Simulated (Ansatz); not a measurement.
Fields on a plane of KZnF3 (cubic perovskite)

```xyz
5
Lattice="4.1275 0.0000 0.0000 0.0000 4.1275 0.0000 0.0000 0.0000 4.1275" Properties=species:S:1:pos:R:3 pbc="T T T"
K      0.0000     0.0000     0.0000
Zn     2.0637     2.0637     2.0637
F      0.0000     2.0637     2.0637
F      2.0637     0.0000     2.0637
F      2.0637     2.0637     0.0000
```

The slice is a {210} plane (indices of the conventional cell) through the point (0.500, 0.500, 0.000) (fractional), spanned by u = [100] and v = [021] in vectors of this cell: u (4.13 Å) and v (9.23 Å, at 90° to u). It covers one period; positions are fractions (u, v).

Atoms on it: Zn at (0.00, 0.50); F at (0.50, 0.50); F at (0.00, 0.00). Other atoms lie within 1 Å of the plane.

All values below come from PBE (plane waves to 420 eV, PAW, scalar-relativistic; Ansatz, a quantum-chemistry and plane-wave program). k mesh 8×8×8. These are valence fields of a PAW run, semicore shells included where kept as valence: close to a nucleus they are smooth pseudo fields. KZnF3 was relaxed with its symmetry unable to fall.

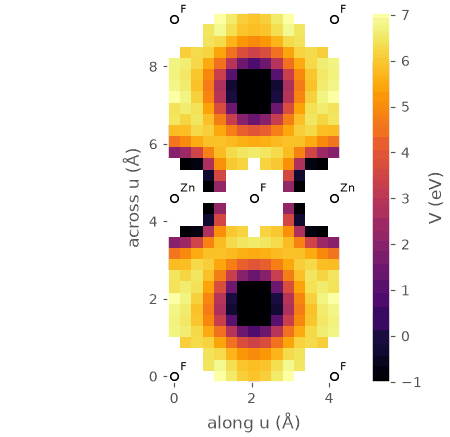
Figure: Electrostatic potential energy of an electron, from the cell's mean, in eV, one period of the plane, atoms marked. Points within 0.9 Å of a nucleus are left white, as the pseudised field means little there. Values under -1 eV are set to -1. The zero, the cell's mean, hangs on the PAW cores.

```
|x@@#:     :#@@|
|@@%+       +%@|
|%#+.   .   .+#|
|::   .===.   :|
|     =#%#=    |
|    .*@@@*.   |
|-:  .*@@@*.  :|
|*+:  -#%#-  :+|
|#*=   -=-   =*|
|**=.       .=*|
|=-:         :-|
|..    :-:    .|
|... .=#%#=. ..|
|  . :%@@@%: . |
|x ..-@@x@@-.. |
|xx .=@xxx@=. x|
|x ..-@@x@@-.. |
|  . :%@@@%: . |
|... .=#%#=. ..|
|..    :-:    .|
|=-:         :-|
|**=.       .=*|
|#*=   -=-   =*|
|*+:  -#%#-  :+|
|-:  .*@@@*.  :|
|    .*@@@*.   |
|     =#%#=    |
|::   .===.   :|
|%#+.   .   .+#|
|@@%+       +%@|
|x@@#:     :#@@|
|xx@%-     -%@x|
```
Scale: ten equal steps from 0.00 (start of ' ') to 0.82 (end of '@'), in the order ' .:-=+*#%@'. Values: electron localisation function (ELF). The map has 14 points along u (one character each, u = 0 at the left) and 32 along v (v = 0 in the bottom row). Points within 0.4 Å of a nucleus are blanked (x), as the pseudised field means little there.

| Quantity | Value |
|---|---|
| Density on the Zn–F line (2.06 Å) at its midpoint | 0.44 e/Å³ |
| ELF at that point | 0.2 |
